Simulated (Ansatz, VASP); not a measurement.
# Tl2S in two plane-wave programs

One calculation is typed for both programs; each brings its own data sets. How far apart do they land? The cell is generated by rule, not measured, and may not be a known phase. The cell is taken from a series of VASP runs on this material, whose earlier steps may have relaxed, scaled or displaced it; both programs get it as it stands. Valence electrons are named where the data sets of a main pair hold unlike numbers.

Method: plane waves, with VASP 6.6.1 beside it; band structure at PBEsol and band structure at PBEsol, spin-orbit coupling, in Ansatz 0.2.0.

The structure was built from a prototype and need not be the compound's stable phase.

## Step 1: The structure

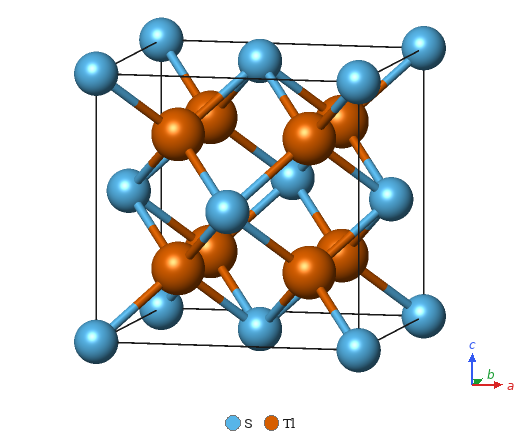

The cell as given, slightly off an axis (sulfur blue, thallium orange). This picture shows the conventional cell, with its axes. Some periodic images of atoms are drawn too.

Coordinates:

```
S Tl
1.0
     0.00000    3.00903    3.00903
     3.00903    0.00000    3.00903
     3.00903    3.00903    0.00000
S Tl
1 2
Direct
  0.00000 0.00000 0.00000
  0.25000 0.25000 0.25000
  0.75000 0.75000 0.75000
```

## Step 2: VASP: band structure, PBEsol

A single point gives forces, pressure and levels at one fixed geometry, so differences don't come from the geometry; what else differs is listed under the comparison.

Lines of VASP's logs that name or quote its potential files are left out, and so is its time.

Contents of INCAR:

```
SYSTEM = Tl2S
PREC = Accurate
ENCUT = 400
EDIFF = 1E-06
NELM = 100
ISMEAR = 0
SIGMA = 0.02
LREAL = .FALSE.
ALGO = Normal
GGA = PS
NBANDS = 29
LORBIT = 11
LWAVE = .FALSE.
LCHARG = .FALSE.
KPAR = 4
ISIF = 2
```

Contents of POSCAR:

```
Tl2S
1.0
    0.0000000000      3.0090300000      3.0090300000
    3.0090300000      0.0000000000      3.0090300000
    3.0090300000      3.0090300000      0.0000000000
S Tl
1 2
Direct
    0.0000000000      0.0000000000      0.0000000000
    0.2500000000      0.2500000000      0.2500000000
    0.7500000000      0.7500000000      0.7500000000
```

Contents of KPOINTS:

```
Automatic mesh
0
Gamma
12 12 12
0 0 0
```

Contents of KPOINTS_OPT:

```
Line mode
24
Line-mode
Reciprocal
  0.00000000   0.00000000   0.00000000 GAMMA
  0.50000000   0.00000000   0.50000000 X

  0.50000000   0.00000000   0.50000000 X
  0.50000000   0.25000000   0.75000000 W

  0.50000000   0.25000000   0.75000000 W
  0.37500000   0.37500000   0.75000000 K

  0.37500000   0.37500000   0.75000000 K
  0.00000000   0.00000000   0.00000000 GAMMA

  0.00000000   0.00000000   0.00000000 GAMMA
  0.50000000   0.50000000   0.50000000 L

  0.50000000   0.50000000   0.50000000 L
  0.62500000   0.25000000   0.62500000 U

  0.62500000   0.25000000   0.62500000 U
  0.50000000   0.25000000   0.75000000 W

  0.50000000   0.25000000   0.75000000 W
  0.50000000   0.50000000   0.50000000 L

  0.50000000   0.50000000   0.50000000 L
  0.37500000   0.37500000   0.75000000 K

  0.62500000   0.25000000   0.62500000 U
  0.50000000   0.00000000   0.50000000 X
```

PAW data sets: S and Tl_d (PBE family, release 64).

Started as:

```bash
$ mpirun -np 4 vasp_std
```

Numbers of over 12 decimals in the logs are rounded to 6 here.

The program printed:

```text
[banner, memory and clock lines left out]
running    4 mpi-ranks, on    1 nodes
 distrk:  each k-point on    1 cores,    4 groups
 distr:  one band on    1 cores,    1 groups

 POSCAR found type information on POSCAR S Tl
 POSCAR found :  2 types and       3 ions
|                                                                             |
|               ----> ADVICE to this user running VASP <----                  |
|                                                                             |
|     You enforced a specific xc type in the INCAR file but a different       |
|     [... a line on the potential file left out ...]
|     I HOPE YOU KNOW WHAT YOU ARE DOING!                                     |
|                                                                             |

 LDA part: xc-table for (Slater+PW92), standard interpolation
 POSCAR, INCAR and KPOINTS ok, starting setup
 FFT: planning ... GRIDC
 FFT: planning ... GRID_SOFT
 FFT: planning ... GRID
 WAVECAR not read
 entering main loop
       N       E                     dE             d eps       ncg     rms          rms(c)
DAV:   1     0.165854889906E+03    0.16585E+03   -0.13927E+04  4200   0.864E+02
DAV:   2    -0.177799985516E+01   -0.16763E+03   -0.15934E+03  4850   0.246E+02
DAV:   3    -0.686805773295E+01   -0.50901E+01   -0.50295E+01  4932   0.378E+01
DAV:   4    -0.689987221026E+01   -0.31814E-01   -0.31807E-01  4767   0.339E+00
DAV:   5    -0.690022552943E+01   -0.35332E-03   -0.35331E-03  4864   0.353E-01    0.234E+01
DAV:   6    -0.647627493283E+01    0.42395E+00   -0.33127E-01  4657   0.597E+00    0.145E+01
DAV:   7    -0.646316403170E+01    0.13111E-01   -0.19526E-01  4888   0.261E+00    0.301E+00
DAV:   8    -0.645625649798E+01    0.69075E-02   -0.18678E-02  4601   0.109E+00    0.576E-01
DAV:   9    -0.645612417997E+01    0.13232E-03   -0.25518E-03  4711   0.252E-01    0.612E-02
DAV:  10    -0.645612435576E+01   -0.17579E-06   -0.11232E-04  5131   0.586E-02    0.455E-02
DAV:  11    -0.645612240168E+01    0.19541E-05   -0.93019E-06  4786   0.216E-02    0.136E-02
DAV:  12    -0.645612269069E+01   -0.28902E-06   -0.10777E-06  4101   0.503E-03
   1 F= -.64561227E+01 E0= -.64560743E+01  d E =-.968484E-04
 Start KPOINTS_OPT (optional k-point list driver)
k-point batch [1-72\240]
       N       E                     dE             ncg
DAV:   1     0.140052810079E+05   -0.45043E+05     4184
DAV:   2     0.186465031480E+04   -0.12141E+05     4838
DAV:   3     0.148750971778E+04   -0.37714E+03     4934
DAV:   4     0.148497372318E+04   -0.25360E+01     4803
DAV:   5     0.148494319569E+04   -0.30527E-01     4903
DAV:   6     0.148494264043E+04   -0.55526E-03     4935
DAV:   7     0.148494262887E+04   -0.11559E-04     4549
DAV:   8     0.148494262839E+04   -0.47894E-06     3164
[...]
k-point batch [217-240\240]
       N       E                     dE             ncg
DAV:   1     0.480318570789E+05   -0.18588E+05     1408
DAV:   2     0.440559851788E+05   -0.39759E+04     1633
DAV:   3     0.439391389289E+05   -0.11685E+03     1650
DAV:   4     0.439383585406E+05   -0.78039E+00     1677
DAV:   5     0.439383486480E+05   -0.98926E-02     1621
DAV:   6     0.439383484630E+05   -0.18501E-03     1705
DAV:   7     0.439383484590E+05   -0.39798E-05     1635
DAV:   8     0.439383484589E+05   -0.12400E-06     1069
```

OUTCAR, selected parts (step 2):

```text
ion  position               nearest neighbor table
   1  0.000  0.000  0.000-   3 2.61   3 2.61   2 2.61   3 2.61   2 2.61   2 2.61   3 2.61   2 2.61

  LATTYP: Found a face centered cubic cell.
 ALAT       =     6.0180600000

 Subroutine GETGRP returns: Found 48 space group operations
 (whereof 48 operations were pure point group operations)

The static configuration has the point symmetry O_h .

 Found     72 irreducible k-points:

   k-points           NKPTS =     72   k-points in BZ     NKDIM =     72   number of bands    NBANDS=     29

   dimension x,y,z NGX =    28 NGY =   28 NGZ =   28
   dimension x,y,z NGXF=    56 NGYF=   56 NGZF=   56

   ENCUT  =  400.0 eV  29.40 Ry    5.42 a.u.   6.94  6.94  6.94*2*pi/ulx,y,z

   NELECT =      32.0000    total number of electrons

 k-points in reciprocal lattice and weights: Automatic mesh
   0.00000000  0.00000000  0.00000000       0.001
   0.08333333  0.00000000  0.00000000       0.005
   0.16666667  0.00000000  0.00000000       0.005
   0.25000000  0.00000000  0.00000000       0.005
   0.33333333  0.00000000  0.00000000       0.005
   0.41666667  0.00000000  0.00000000       0.005
   0.50000000  0.00000000  0.00000000       0.002
   0.08333333  0.08333333  0.00000000       0.003
   0.16666667  0.08333333  0.00000000       0.014
[...]
-0.33333333  0.50000000  0.16666667       0.007
  -0.25000000  0.50000000  0.25000000       0.003

 average (electrostatic) potential at core
       1 -82.1313       2 -79.0575       3 -79.0575

 E-fermi :  11.2956

 k-point     1 :       0.0000    0.0000    0.0000
  band No.  band energies     occupation
    ...
     15       7.5444      2.00000
     16      10.6142      2.00000
     17      10.6745      2.00000
     18      10.6745      2.00000
     19      10.6745      2.00000
     20      17.5240      0.00000
     21      17.5240      0.00000
     22      17.5240      0.00000
     23      18.6466      0.00000
     24      18.6466      0.00000
    ...

 k-point     2 :       0.0833    0.0000    0.0000
  band No.  band energies     occupation
    ...
     14       7.4443      2.00000
     15       7.4443      2.00000
     16       9.4722      2.00000
     17      10.8589      2.00000
     18      10.8589      2.00000
     19      12.2680      0.00000
     20      17.0421      0.00000
     21      17.0421      0.00000
     22      17.1089      0.00000
     23      19.2849      0.00000
    ...

 k-point     3 :       0.1667    0.0000    0.0000
  band No.  band energies     occupation
    ...
     14       7.2163      2.00000
     15       7.2163      2.00000
     16       9.4173      2.00000
     17      11.3028      0.61289
     18      11.3028      0.61288
     19      13.6763      0.00000
     20      16.4694      0.00000
     21      16.4694      0.00000
     22      16.9241      0.00000
     23      20.3389      0.00000
    ...

  Total       17.8541993     17.8541993     17.8541993      0.0000000      0.0000000      0.0000000
  in kB      524.9783709    524.9783709    524.9783709      0.0000000      0.0000000      0.0000000
  external PRESSURE =     524.9783709 kB  Pullay stress =       0.0000000 kB

  energy-cutoff  :      400.00
  volume of cell :       54.49
      direct lattice vectors                 reciprocal lattice vectors
     0.000000000  3.009030000  3.009030000    -0.166166505  0.166166505  0.166166505
     3.009030000  0.000000000  3.009030000     0.166166505 -0.166166505  0.166166505
     3.009030000  3.009030000  0.000000000     0.166166505  0.166166505 -0.166166505

 POSITION                                       TOTAL-FORCE (eV/Angst)
 -----------------------------------------------------------------------------------
      0.00000      0.00000      0.00000         0.000000     -0.000000      0.000000
      1.50452      1.50452      1.50452        -0.000000     -0.000000     -0.000000
      4.51355      4.51355      4.51355         0.000000      0.000000      0.000000
 -----------------------------------------------------------------------------------
    total drift:                                0.000000      0.000000      0.000000

  FREE ENERGIE OF THE ION-ELECTRON SYSTEM (eV)
  ---------------------------------------------------
  free  energy   TOTEN  =        -6.4561226907 eV

  energy  without entropy=       -6.4560258423  energy(sigma->0) =       -6.45607427

 total charge
# of ion       s       p       d       tot
------------------------------------------
    1        1.436   2.301   0.000   3.737
    2        1.230   0.607   9.703  11.539
    3        1.230   0.607   9.703  11.539
--------------------------------------------------
tot          3.896   3.514  19.406  26.816

[... 3 further parts left out ...]
```

The run ends at a pressure of 52.50 GPa.

## Step 3: Ansatz: band structure, PBEsol

Ansatz runs on its default PAW (the set named soft_2) files.

The same cell, functional, mesh and smearing now go to Ansatz, which takes its cutoff from its data sets.

Contents of input.yaml:

```yaml
crystal:
  lattice:
    - [0.0, 3.00903, 3.00903]
    - [3.00903, 0.0, 3.00903]
    - [3.00903, 3.00903, 0.0]
  atoms:
    - { symbol: S, position: [0.0, 0.0, 0.0] }
    - { symbol: Tl, position: [0.25, 0.25, 0.25] }
    - { symbol: Tl, position: [0.75, 0.75, 0.75] }
hamiltonian:
  xc: pbesol
  pseudopotentials: { kind: paw }
kpoints:
  mp_grid: { grid: [12, 12, 12] }
  band_path:
    path:
      - [0.0, 0.0, 0.0]
      - [0.17391, 0.0, 0.17391]
      - [0.34783, 0.0, 0.34783]
      - [0.5, 0.0, 0.5]
      - [0.5, 0.08696, 0.58696]
      - [0.5, 0.18478, 0.68478]
      - [0.49457, 0.25543, 0.75]
      - [0.45109, 0.29891, 0.75]
      - [0.40761, 0.34239, 0.75]
      - [0.34239, 0.34239, 0.68478]
      - [0.21196, 0.21196, 0.42391]
      - [0.08152, 0.08152, 0.16304]
      - [0.04348, 0.04348, 0.04348]
      - [0.23913, 0.23913, 0.23913]
      - [0.41304, 0.41304, 0.41304]
      - [0.5163, 0.46739, 0.5163]
      - [0.55978, 0.38043, 0.55978]
      - [0.6087, 0.28261, 0.6087]
      - [0.60326, 0.25, 0.64674]
      - [0.55978, 0.25, 0.69022]
      - [0.5163, 0.25, 0.7337]
      - [0.5, 0.30435, 0.69565]
      - [0.5, 0.3913, 0.6087]
      - [0.5, 0.47826, 0.52174]
      - [0.47283, 0.47283, 0.55435]
      - [0.42391, 0.42391, 0.65217]
      - [0.38043, 0.38043, 0.73913]
      - [0.59239, 0.18478, 0.59239]
      - [0.54891, 0.09783, 0.54891]
      - [0.5, 0.0, 0.5]
    npoints: 1
scf:
  occupations: { method: gaussian, width: 0.02 }
  n_extra_bands: 7
output:
  forces: true
  stress: true
  eigenvalues: true
  write_density: true
  write_potential: true
  elf: true
  volumetric_format: npy
```

Started as:

```bash
$ ansatz run input.yaml --threads 2 --pin off --max-ram 4608MiB --backend cpu --events-out ev --progress --plain --runs-dir out
```

The program printed:

```text
scf.n_extra_bands = 7 over 16 filled bands (N_el = 32.0): the run solves 23 bands
Engine: ansatz 0.2.0, x86_64-unknown-linux-gnu
Pseudopotentials: kind: paw
Pseudopotential: S, paw, valence charge 6, recommended cutoff 420 eV (normal), S.paw.azcp
Pseudopotential: Tl, paw, valence charge 13, recommended cutoff 420 eV (normal), Tl.paw.azcp
Functional definition: PBEsol
  exchange = pbesol_x
  correlation = pbesol_c
Crystal: 3 atoms, lattice volume = 54.489 Å³
Basis set: ecut = 420 eV, 1067 PW (Γ), exchange–correlation on 60×60×60 points (8 copies of the dense FFT grid, shifted against one another)
Bands: 23, of which v1, the nominal top of the filled ones, is band 16 counted from 1 (15 counted from 0)
Symmetry: 48 space group operations
Space group: Fm-3m (ITA 225), of the structure as read, at distance tolerance 3.8e-5 Å
k-points: 72 of 1728
Non-local potential: S, projectors of the file, l = 0: 2, l = 1: 2, l = 2: 2
Non-local potential: Tl, projectors of the file, l = 0: 2, l = 1: 2, l = 2: 2, l = 3: 1
PAW form: soft (Blöchl's): semilocal exchange-correlation on the pseudo side does not see the compensation charge
PAW frozen core: S, regenerated for the run's functional, and the local potential with it (the file was generated under x = pbe(κ = 0.804, μ = 0.219515), c = pbe(β = 0.066725))
PAW frozen core: Tl, regenerated for the run's functional, and the local potential with it (the file was generated under x = pbe(κ = 0.804, μ = 0.219515), c = pbe(β = 0.066725))
PAW one-centre angular grid: S, 110 points (default); XC on 64 Gauss nodes
PAW one-centre angular grid: Tl, 590 points (default); XC on 64 Gauss nodes
Initial density: superposition of atomic densities (neutral atoms: chi_scale 0, normalization atom), corrected by the library's trained network
Initial wavefunctions: pseudopotential atomic-orbital guess
Functional: x = pbesol(κ = 0.804, μ = 0.123457), c = pbesol(β = 0.046)
SCF iter   1: F=—  HF=-23473.087084 eV  |F-HF|=—  |Δ(HF+E_count)|=         —  Δρ=5.94e-3  dr2=1.33e-2  ethr=1.77e-3  ⟨swp⟩=6.8  Hψ=9225  notcnv=0
preconditioner: auto → none  [insulator: Δε(μ)=0.131 eV  Ē_g=15.480 eV  σ=0.020 eV  W_gap=0.69  n_scr=14 (ndim 8)  ℏωp=28.5 eV  f_vac=0.000  D(μ)=0.48/eV (n_scr^D=0)  ε∞_Penn≈4.4]
SCF iter   2: F=—  HF=-23473.083285 eV  |F-HF|=—  |Δ(HF+E_count)|=   3.80e-3  Δρ=1.46e-3  dr2=7.69e-4  ethr=4.16e-5  ⟨swp⟩=2.0  Hψ=3600  notcnv=0  defer=152
SCF iter   3: F=—  HF=-23473.083302 eV  |F-HF|=—  |Δ(HF+E_count)|=   1.65e-5  Δρ=5.81e-4  dr2=1.19e-4  ethr=2.40e-6  ⟨swp⟩=1.0  Hψ=1504  notcnv=0  defer=152
SCF iter   4: F=—  HF=-23473.083312 eV  |F-HF|=—  |Δ(HF+E_count)|=   1.05e-5  Δρ=3.55e-5  dr2=2.34e-7  ethr=3.73e-7  ⟨swp⟩=2.1  Hψ=1850  notcnv=0  defer=152
SCF iter   5: F=—  HF=-23473.083296 eV  |F-HF|=—  |Δ(HF+E_count)|=   1.61e-5  Δρ=5.88e-6  dr2=1.29e-8  ethr=7.31e-10  ⟨swp⟩=2.0  Hψ=2658  notcnv=0  defer=152
SCF iter   6: F=-23473.083296 eV  HF=-23473.083296 eV  |F-HF|=1.46e-11  |Δ(HF+E_count)|=   3.02e-9  Δρ=4.24e-7  dr2=6.95e-11  ethr=4.02e-11  ⟨swp⟩=9.2  Hψ=11070  notcnv=0
SCF 1 converged in 6 iterations: F = -23473.083296 eV  dr2 = 6.95e-11
  greatest PAW one-centre occupation: 0.961 electrons in one spin orbital (limit 2), on the Tl atom at site 2 (counted from 0), in its partial waves of l = 2
NSCF: frozen V_eff on 30 k-points
SCF converged after 6 iterations
Free energy (F): -23473.083296 eV
Harris-Foulkes:  -23473.083296 eV  (|F-HF|=1.46e-11)
Internal energy: -23473.083201 eV  (E = F + TS)
E sigma→0 (E₀):  -23473.083248 eV
Entropy (-TS):   -0.000096 eV (-0.032 meV/atom)
Fermi energy:    15.751510 eV
--- Per-component energies (eV) ---
  E_band       = 163.977670
  E_kinetic    = 795.730313
  E_local      = -1564.099670  (includes V_loc(G=0)·N_el)
  E_nonlocal   = 670.382951
  E_hartree    = 599.516278
  E_xc         = -564.704086
  E_vxc        = -386.066512  (∫ρ·V_xc dr)
  E_paw        = -20618.592163  (= ΣΔE_a)
  E_vpaw       = -551.001792  (= ΣTr[D̂ρ^β])
  E_aug_tail   = 0.000067  (compensation charges beyond the density's cutoff)
  E_ewald      = -2791.455371
  E_core_change = 0.138479  (= ΣΔE_core)
  E_smearing   = -0.000096  (= −TS)
  E_closure    = 0.000000  (closes the sum)
  Σ components = -23473.083296   (vs F -23473.083296, Δ=0.00e0)
--- Forces (eV/Å), atoms counted from 1 ---
  atom   1  S     -0.00000000     0.00000000     0.00000000
  atom   2  Tl     0.00000000    -0.00000000    -0.00000000
  atom   3  Tl    -0.00000000     0.00000000    -0.00000000
  max |Σ_I F_I| component: 6.48e-17 eV/Å
--- Stress (GPa, compression-positive) ---
       52.412917       0.000000       0.000000
        0.000000      52.412917      -0.000000
       -0.000000       0.000000      52.412917
  P = ⅓ Tr σ = 52.4129 GPa (524.129 kbar)
--- Band table (eV; the first three rows and the last of 72) ---
  k-point 0: bands = [... 12 lower, 12.0086, 12.0086, 12.0086, 15.1056, 15.1323, 15.1323, 15.1323, 21.9842, ... 3 higher]
  k-point 1: bands = [... 12 lower, 11.8683, 11.9086, 11.9086, 13.9486, 15.3162, 15.3162, 16.7395, 21.4771, ... 3 higher]
  k-point 2: bands = [... 12 lower, 11.2079, 11.6808, 11.6808, 13.8899, 15.7586, 15.7586, 18.1465, 20.8973, ... 3 higher]
  k-point 71: bands = [... 12 lower, 6.9275, 8.3122, 14.6799, 14.6799, 16.0449, 16.4866, 21.1081, 21.1081, ... 3 higher]
```

Wall time 2.1 s (2 threads of Intel Xeon Platinum 8488C (Sapphire Rapids), shared host); peak memory 0.43 GiB.

The column dr2 measures how far the density is from self-consistency, as an energy; F and HF (Harris–Foulkes) agree once it is small.

## Step 4: Comparison

Known differences besides the potentials themselves: the cutoff is 420 eV in Ansatz and 400 eV in VASP; Ansatz makes its cores anew for this functional, VASP keeps those of its PBE data sets; VASP leaves aspherical gradient terms in its spheres out (LASPH is not set), Ansatz keeps them. Total energies have different zeros and are not compared.

Compared:

| quantity | Ansatz | VASP | difference |
| --- | --- | --- | --- |
| pressure (GPa) | 52.41 | 52.50 | -0.08 |
| pressure without Ansatz's Pulay correction (GPa) | 52.34 | 52.50 | -0.16 |

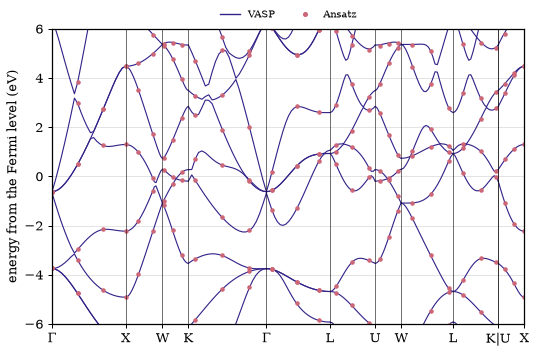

Bands from VASP (lines) and levels from Ansatz (dots). Dots without a line are higher empty bands that the VASP plot leaves out.

Levels from 3 eV below to 2 eV above the Fermi level differ by 10 meV r.m.s. and 36 meV at most; each VASP level is matched to the nearest of Ansatz, which flatters the figure a little. Ansatz's pressure holds a Pulay correction of 0.07 GPa; VASP's holds none.

(Continued in part 2 of 2.)

[Lines on the potential files, build, host, timing and source positions are cut from VASP's logs without a mark.]

[Logs are printed without paths, hosts, clocks, repeated set-up lines and the standing remarks that a program may print on its own settings, such as how far it seeks lower states.]

[Hosts, paths, dates, database ids (printed as entryN), source tags and the programs' standing remarks are cut or masked in the printed files.]
